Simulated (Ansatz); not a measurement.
# CH4GeOS: rigid scan of one bond length, by script

How does the energy of CH4GeOS change as one bond is stretched? Wanted for CH4GeOS: a rigid scan of one bond length. SMILES: O=[C](S)[GeH3].

All numbers are computed with Ansatz 0.2.0, driven from Python. Level of theory: CAM-B3LYP/def2-SVP.

## 1. The system

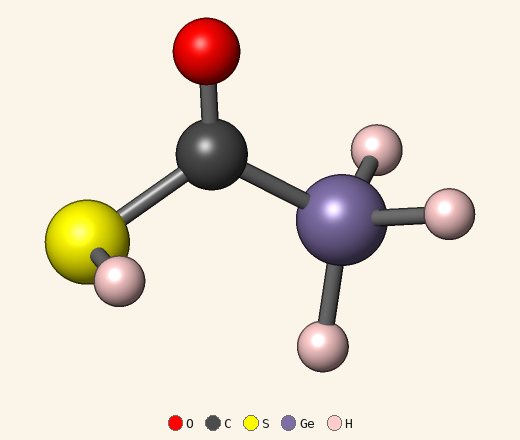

The structure that the script starts from, seen from a chosen angle (oxygen red, carbon dark grey, sulfur yellow, germanium purple, hydrogen pink).

The script holds or builds the structure itself.

## 2. The code

The input, scan_ch4geos.py:

```python
"""Stretching a bond of CH4GeOS, the rest held rigid."""

import warnings

import ansatz as az
import matplotlib.pyplot as plt
import numpy as np

GEOMETRY = """
O     0.68500   -0.76300    1.73430
C     0.61650   -0.33220    0.56590
S     2.11880    0.08730   -0.27330
Ge   -0.97520   -0.15190   -0.36970
H     2.07570    1.42060    0.13960
H    -1.95860    0.86050    0.38170
H    -0.76240    0.35020   -1.80250
H    -1.70770   -1.52860   -0.43190
"""

warnings.simplefilter("ignore", az.DeckWarning)

system = az.Crystal.molecule()
for line in GEOMETRY.strip().splitlines():
    symbol, *xyz = line.split()
    system = system.atom(symbol, [float(v) for v in xyz])

symbols = [site.symbol for site in system.cartesian_sites]
start = np.array([site.position_ang for site in system.cartesian_sites])
axis = (start[7] - start[3]) / np.linalg.norm(start[7] - start[3])
moving = [7]
lengths, energies = [1.33, 1.44, 1.56, 1.72, 1.95, 2.34, 2.81, 3.43], []
for length in lengths:
    xyz = start.copy()
    xyz[moving] += (length - np.linalg.norm(start[7] - start[3])) * axis
    point = az.Crystal.molecule()
    for symbol, place in zip(symbols, xyz):
        point = point.atom(symbol, place.tolist())
    job = (
        point.calculation()
        .basis(gaussian="def2-SVP")  # the orbital basis, by name
        .functional("CAM-B3LYP")
        .spin("collinear")  # two spin channels
    )
    report = job.run(threads=1).report
    energies.append(report["free_energy_ev"])
    print(f"r = {length:6.3f} A  E = {energies[-1]:.5f} eV  <S^2> = {abs(report['mean_field']['state']['spin_squared']):.3f}")

print("energy above the lowest point (eV):", [round(e - min(energies), 3) for e in energies])
plt.figure(figsize=(4.5, 3))
plt.plot(lengths, np.array(energies) - min(energies), "o-")
plt.xlabel("bond length (A)")
plt.ylabel("E - E(min) (eV)")
plt.tight_layout()
plt.savefig("scan.png", dpi=100)
```

## 3. What the engine is handed

The package turns the script's settings into the engine's input (first run):

```yaml
crystal:
  periodic: [false, false, false]
  atoms:
    - { symbol: O, position_ang: [0.685, -0.763, 1.7343] }
    - { symbol: C, position_ang: [0.6165, -0.3322, 0.5659] }
    - { symbol: S, position_ang: [2.1188, 0.0873, -0.2733] }
    - { symbol: Ge, position_ang: [-0.9752, -0.1519, -0.3697] }
    - { symbol: H, position_ang: [2.0757, 1.4206, 0.1396] }
    - { symbol: H, position_ang: [-1.9586, 0.8605, 0.3817] }
    - { symbol: H, position_ang: [-0.7624, 0.3502, -1.8025] }
    - { symbol: H, position_ang: [-1.5994303461053438, -1.3251121740385348, -0.42270631744403053] }
basis:
  gaussian:
    orbitals: def2-SVP
hamiltonian:
  xc: cam_b3lyp
magnetization:
  spin_polarized: true
```

## 4. Running it

On the command line:

```console
python scan_ch4geos.py
```

Q: Predict the main results. Wanted: range of energy; lowest point, distance.

As calculated:

| quantity | value |
| --- | --- |
| runs compared | 8 |
| range of energy | 3.582 eV |
| lowest point, distance (Å) | 1.56 |

In words: The curve has its lowest point inside the range, at 1.56. The ends stand 0.491 and 3.58 eV above it. The distance scanned is the script's pair 3, 7. <S²> moves from 0.00 to 0.92: along the scan the mean field breaks spin symmetry. Caveats:
- The rest of the molecule is held rigid at a force-field or estimated start geometry, and the basis set is modest; single-reference methods fail as a bond breaks.
